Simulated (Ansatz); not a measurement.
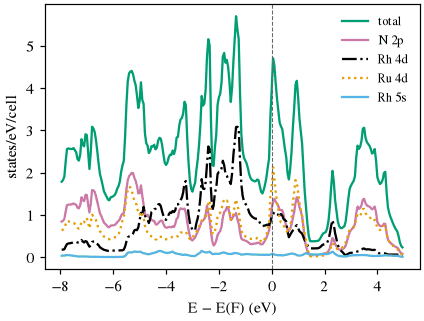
Figure. Total and projected density of states of RuRhN$_{2}$ in space group R-3m (No. 166; Ru on 3b, Rh on 3a, N on 6c), plane-wave PAW PBEsol (Ansatz code)

Q: Which orbitals carry the states next to the Fermi level?

A: Within 0.5 eV of the Fermi level: Ru 4d 33 %, Rh 4d 32 %, N 2p 30 %. Projections are on Löwdin-orthogonalised atomic valence shells; empty p or d shells of many metals are not among them.

Q: Where is the tallest occupied peak in this window, and what makes it?

A: Near -1.4 eV, about 5.7 states/eV per cell; the largest projected share is Rh 4d.

The start of the workflow was typed in or built on a structure type; neither database checked (COD, Materials Project) lists it. Whether it is the stable phase at ambient conditions was not checked. The PBEsol relaxation kept the symmetry of its start; whether a distortion lowers the energy is not shown. Spin order of the final state: ferromagnetic, the only order run, not a proven ground state. Its formation energy is positive at this level, so the cell may be metastable or incomplete. No Hubbard U is applied. Scalar-relativistic: spin–orbit coupling is off unless named, which matters more the heavier the elements.

Potentials: the later of the program's two PAW sets.
